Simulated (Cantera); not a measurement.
A closed system holds: 1 mol BCl3, 0.42 mol O2, 70 mol H2, equilibrated at 2248 K.

These are equilibrium values from Cantera (NASA tables, ideal gas, pure condensed phases), not measurements of a reactor. Candidate condensed phases: B, B2O3, B3O3H3, H2O; 33 gas species. The tables' values for BCl, BH2, BOCl, BCl2 are old estimates; treat these amounts as uncertain. Gases not in the tables: B2H6 and higher boranes. Equilibrium is a limit: real reactors are often held back by kinetics, nucleation or transport.

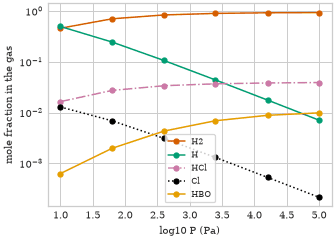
Figure: Equilibrium gas composition (values under 1e-9 drawn at 1e-9)

From 0.000100 bar to 1.00 bar nothing is condensed. The main B-bearing gas is BO at 0.000100 bar and HBO at 1.00 bar.
